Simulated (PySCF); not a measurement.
SMILES COC[SiH2]C(C)=O (C4H10O2Si) at its GFN2-xTB optimised geometry (Å):

```
17

C      1.8391    -1.2291     2.2962
O      1.8625    -0.5885     1.0500
C      1.2819    -1.3489     0.0000
Si    -0.6431    -1.3489     0.0000
C     -1.2043     0.4949     0.0000
C     -0.7593     1.3426     1.1592
O     -1.8625     0.9380    -0.9142
H      0.8153    -1.4001     2.6485
H      2.3563    -0.5706     2.9921
H      2.3595    -2.1942     2.2541
H      1.6514    -0.8847    -0.9180
H      1.6764    -2.3733     0.0252
H     -1.1110    -2.0293    -1.2028
H     -1.1729    -1.9978     1.2072
H      0.3271     1.2964     1.2238
H     -1.0863     2.3733     1.0423
H     -1.1648     0.9290     2.0810
```

Method: PBE/def2-SVP (PySCF). Cells within 0.4 Å of a nucleus heavier than hydrogen are left out (blank, or x).

Map of the Laplacian of the electron density (e/bohr⁵), clipped to [-1.50, 1.50] on the plane z = 0.0 Å:

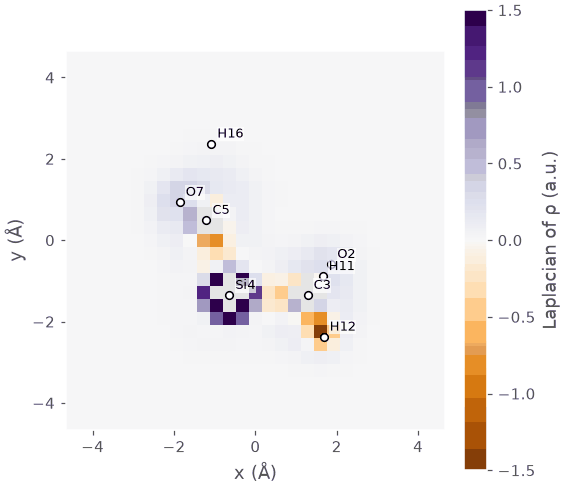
Fig. 1. Laplacian of the electron density (e/bohr⁵), clipped to [-1.50, 1.50] on the plane z = 0.0 Å.
